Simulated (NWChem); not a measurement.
**B3H3O3 (SMILES B1OBOBO1): HF/6-31G(d) (spherical functions)**

What is the energy change on altering one bond length of B3H3O3 at HF/6-31G* (spherical functions)? 

The results are computed with NWChem 7.3.0.

1 further run of the same task is left out (set aside as unsound or not needed).

## 1. The system as given

B3H3O3 has 9 atoms, charge 0, and is taken as a singlet. As SMILES, `B1OBOBO1`. The coordinates come from a PBE0-D4/def2-TZVP relaxation. This is one conformer, not always the lowest.

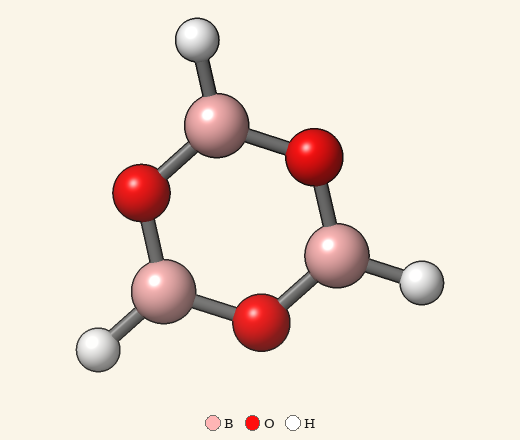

Viewed from a chosen angle; boron pink, oxygen red, hydrogen white.

## 2. Energy and gradient at HF/6-31G(d) (spherical functions)

Contents of geom.nw:

```
start geom
title "B3H3O3"
memory stack 880 mb heap 220 mb global 1100 mb
charge 0

geometry noautosym nocenter noautoz
  B        1.301600       0.115800      -0.424700
  O        0.612800      -1.053500      -0.624800
  B       -0.686900      -1.172700      -0.202300
  O       -1.297400      -0.115400       0.423200
  B       -0.614800       1.056900       0.626900
  O        0.684600       1.168900       0.201600
  H        2.429300       0.216200      -0.792600
  H       -1.281900      -2.188700      -0.377500
  H       -1.147300       1.972500       1.170100
end

basis spherical bse
  * library 6-31G*
end

scf
  singlet
  rhf
  thresh 1e-08
  maxiter 80
  print low
end

task scf gradient
```

Command:

```sh
$ nwchem geom.nw > geom.out
```

What it wrote:

```text
[...]
  functions       =    90
[...]
  wavefunction    = RHF
[...]
         Total SCF energy =   -300.697564011754
      One-electron energy =   -811.407054801935
      Two-electron energy =    309.208382857401
 Nuclear repulsion energy =    201.501107932780
        Time for solution =     10.7s
[...]
                         RHF ENERGY GRADIENTS
    atom               coordinates                        gradient
                 x          y          z           x          y          z
   1 B       2.459667   0.218830  -0.802567   -0.000864  -0.000114   0.000247
   2 O       1.158024  -1.990826  -1.180701    0.004651  -0.007924  -0.004697
   3 B      -1.298053  -2.216082  -0.382292    0.000408   0.000751   0.000119
   4 O      -2.451730  -0.218074   0.799732   -0.009743  -0.000836   0.003199
   5 B      -1.161804   1.997251   1.184669    0.000353  -0.000692  -0.000402
   6 O       1.293706   2.208901   0.380969    0.005147   0.008821   0.001538
   7 H       4.590711   0.408559  -1.497797    0.004490   0.000400  -0.001460
   8 H      -2.422440  -4.136043  -0.713372   -0.002346  -0.004021  -0.000690
   9 H      -2.168083   3.727485   2.211168   -0.002096   0.003615   0.002146
 Task  times  cpu:       12.8s     wall:       12.8s
[...]
```

Wall time 14 s (1 thread of Intel Xeon 6975P-C (Granite Rapids), shared host); peak memory 0.1 GiB.

## 3. The distorted shape: a single-point energy at HF/6-31G(d) (spherical functions)

Contents of b3h3o3.nw:

```
start b3h3o3
title "B3H3O3 hf"
memory stack 880 mb heap 220 mb global 1100 mb

geometry noautosym nocenter noautoz
B     1.567835   -0.341975   -0.696285
O     0.879035   -1.511275   -0.896385
B    -0.420665   -1.630475   -0.473885
O    -1.031165   -0.573175    0.151615
B    -0.348565    0.599125    0.355315
O     0.950835    0.711125   -0.069985
H     2.695535   -0.241575   -1.064185
H    -1.015665   -2.646475   -0.649085
H    -1.147300    1.972500    1.170100
end

basis spherical bse
B library 6-31G*
O library 6-31G*
H library 6-31G*
end

scf
thresh 1e-08
maxiter 80
print low
end

task scf energy
```

Command:

```sh
$ nwchem b3h3o3.nw > b3h3o3.out
```

What it wrote:

```text
[...]
  functions       =    90
[...]
  wavefunction    = RHF
[...]
         Total SCF energy =   -300.617842550300
      One-electron energy =   -807.184492887364
      Two-electron energy =    306.911410493087
 Nuclear repulsion energy =    199.655239843977
        Time for solution =      9.8s
 Task  times  cpu:       10.0s     wall:       10.0s
[...]
```

Wall time 11 s (1 thread of Intel Xeon 6975P-C (Granite Rapids), shared host); peak memory 0.097 GiB.

## 4. Results

At HF/6-31G* (spherical functions):

| quantity | value |
| --- | --- |
| first shape: total energy | -300.69756 Eh |
| first shape: largest force on an atom | 0.531 eV/Å |
| distorted shape: total energy | -300.61784 Eh |
| energy change with the B5–H9 bond stretched from 1.190 to 1.786 Å | 2.169 eV |

What this shows: With the B5–H9 bond stretched from 1.190 to 1.786 Å the energy rises by 2.17 eV (50 kcal/mol). The first shape isn't relaxed at this level, so the change isn't measured from a minimum. The largest force (first shape) is 0.53 eV/Å: the shape isn't a stationary point for this species at this level.
